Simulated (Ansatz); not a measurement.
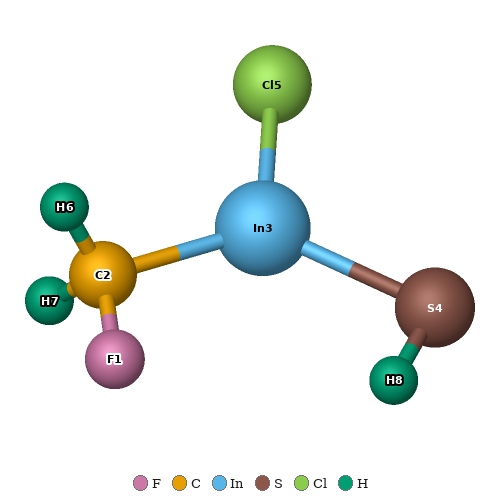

The system is CH3ClFInS, SMILES F[CH2][In]([SH])[Cl]; the picture shows the reference structure. 
- The first coordinate is: umbrella angle at In3 (between each of its bonds and their common axis; 90 is planar); the second: change of the bonds In3–C2, In3–S4, In3–Cl5, all alike.
- Nothing is relaxed (all other coordinates rigid).
- The grid has 13 × 13 points.
- Points are written as (first, second).
- All energies are given in kcal/mol relative to the lowest grid point.
- All numbers below come from Ansatz 0.2.0, RHF/def2-SVP.

Its coordinates:

```xyz
8

F    -0.7092    0.6395    1.7561
C    -0.1087    1.1950    0.6584
In    0.3111   -0.3750   -0.8092
S    -0.1663   -2.7172   -0.5960
Cl    1.3454    0.2362   -2.8433
H     0.8107    1.6881    0.9727
H    -0.7725    1.9506    0.2393
H    -0.7104   -2.6173    0.6218
```

Range: umbrella angle at In3 (between each of its bonds and their common axis; 90 is planar) from 66 to 114°; change of the bonds In3–C2, In3–S4, In3–Cl5, all alike from −0.255 to 0.394 Å.

What will the energy surface look like?

Answer. The lowest grid point is at (90°, 0.015 Å). No other kind of well shows on this grid. The highest grid point, (66°, −0.255 Å), lies 78.5 kcal/mol above the lowest. Round the minimum the two coordinates are nearly uncoupled.

| second ↓, first → | 66 | 70 | 74 | 78 | 82 | 86 | 90 | 94 | 98 | 102 | 106 | 110 | 114 |
| --- | --- | --- | --- | --- | --- | --- | --- | --- | --- | --- | --- | --- | --- |
| 0.394 | 63.0 | 57.5 | 53.0 | 49.6 | 47.2 | 45.7 | 45.2 | 45.7 | 47.2 | 49.6 | 53.0 | 57.5 | 62.9 |
| 0.340 | 54.5 | 48.8 | 44.1 | 40.5 | 37.9 | 36.4 | 35.9 | 36.4 | 37.9 | 40.5 | 44.1 | 48.7 | 54.5 |
| 0.286 | 46.6 | 40.6 | 35.7 | 31.9 | 29.2 | 27.6 | 27.1 | 27.6 | 29.2 | 31.9 | 35.7 | 40.6 | 46.6 |
| 0.232 | 39.6 | 33.2 | 28.0 | 24.1 | 21.2 | 19.5 | 19.0 | 19.5 | 21.2 | 24.1 | 28.0 | 33.2 | 39.5 |
| 0.178 | 33.5 | 26.8 | 21.4 | 17.2 | 14.3 | 12.5 | 11.9 | 12.5 | 14.3 | 17.2 | 21.4 | 26.8 | 33.5 |
| 0.124 | 28.8 | 21.8 | 16.1 | 11.7 | 8.6 | 6.8 | 6.1 | 6.8 | 8.6 | 11.7 | 16.1 | 21.8 | 28.8 |
| 0.070 | 25.9 | 18.5 | 12.5 | 7.9 | 4.6 | 2.7 | 2.0 | 2.7 | 4.6 | 7.9 | 12.5 | 18.5 | 25.9 |
| 0.015 | 25.2 | 17.3 | 11.0 | 6.2 | 2.7 | 0.7 | 0.0 | 0.7 | 2.7 | 6.2 | 11.0 | 17.3 | 25.2 |
| −0.039 | 27.3 | 18.9 | 12.3 | 7.2 | 3.5 | 1.4 | 0.7 | 1.4 | 3.5 | 7.2 | 12.3 | 18.9 | 27.2 |
| −0.093 | 32.7 | 23.9 | 16.9 | 11.5 | 7.6 | 5.3 | 4.6 | 5.3 | 7.6 | 11.4 | 16.8 | 23.9 | 32.7 |
| −0.147 | 42.5 | 33.0 | 25.5 | 19.8 | 15.8 | 13.4 | 12.5 | 13.4 | 15.8 | 19.8 | 25.5 | 33.0 | 42.4 |
| −0.201 | 57.3 | 47.2 | 39.3 | 33.2 | 28.9 | 26.3 | 25.5 | 26.3 | 28.9 | 33.2 | 39.3 | 47.2 | 57.3 |
| −0.255 | 78.5 | 67.7 | 59.2 | 52.7 | 48.1 | 45.4 | 44.5 | 45.4 | 48.1 | 52.7 | 59.2 | 67.7 | 78.5 |

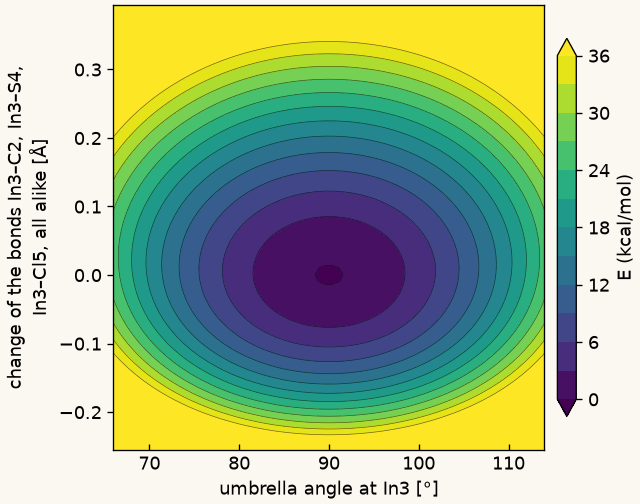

The picture shows filled contours, one colour for all values above the top of the scale. Between grid points the surface is interpolated.

Each point was launched as `ansatz run input.yaml --threads 1 --pin off --max-ram 2560MiB --backend cpu --events-out ev --progress --plain --runs-dir out`. The whole map (169 points run) took 9.1 min on 1 thread of Arm Neoverse V1 (shared host).
